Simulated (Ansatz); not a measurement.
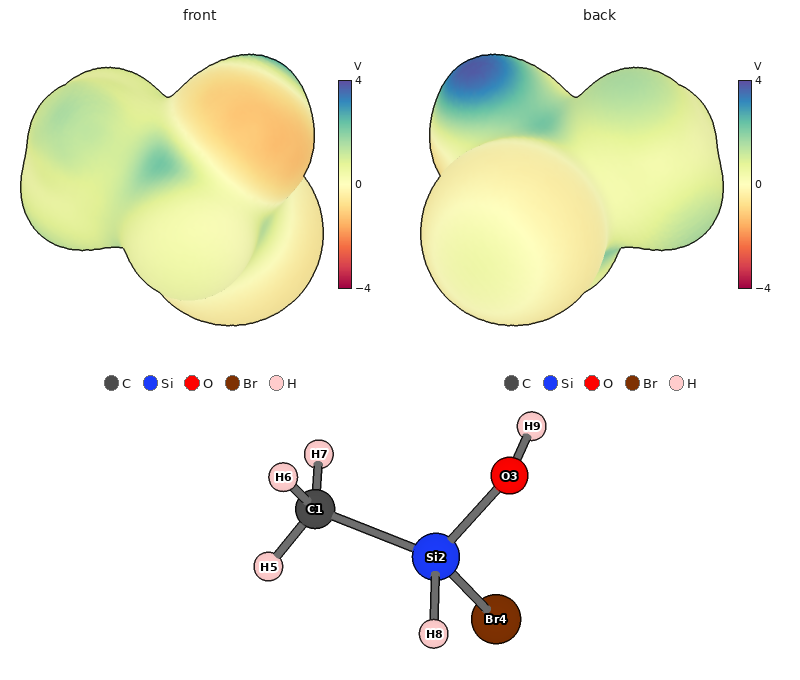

CH$_{5}$BrOSi (SMILES C[SiH](O)Br). The electrostatic potential painted on the density surface at 0.004 e/bohr³, seen from the front and from behind; red is negative and blue positive. The bare structure is drawn below in the same view.

Geometry: PBE0-D4/def2-TZVP.

Computed with RKS PBE0-D4/def2-TZVPP (Ansatz 0.2.0).

```xyz
9

C    -0.5161    1.0113   -0.3653
Si   -0.0628   -0.6541    0.3075
O     1.3692   -0.6682    1.0998
Br    0.0170   -2.0777   -1.4141
H    -1.4938    0.9725   -0.8510
H    -0.5585    1.7429    0.4461
H     0.2151    1.3507   -1.1025
H    -1.0549   -1.1725    1.2708
H     2.1733   -0.5513    0.5916
```

Which sites attract a positive test charge, and which a negative one?

Answer. A positive charge is drawn to the negative regions and a negative charge to the positive ones. The most negative region (about −1.3 V) lies over O3, the most positive (about +3.7 V) over H9. Br4 shows a σ-hole: about +0.4 V at the tip opposite its bond, against about −0.4 V on its flanks. O3 is the likeliest acceptor of a hydrogen bond.
